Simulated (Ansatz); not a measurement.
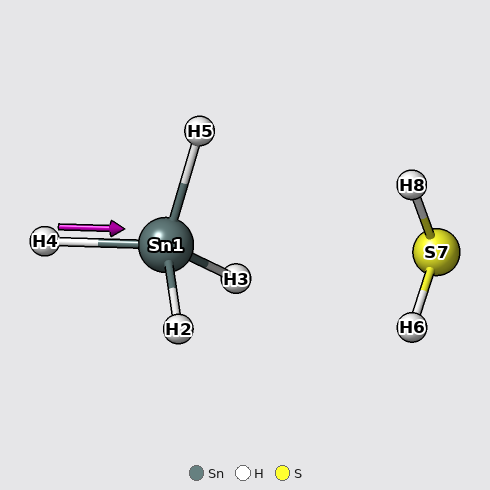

The arrows show one normal mode. Harmonic vibrations computed with RKS PBE0-D4/def2-TZVP, core potentials on Sn (Ansatz 0.2.0) at a stationary point of the same level.

**What kind of motion is it?**

Mostly Sn–H stretching.

**At what wavenumber does it lie?**

1939 cm⁻¹; it is mode 13 of 18 counted from the lowest.
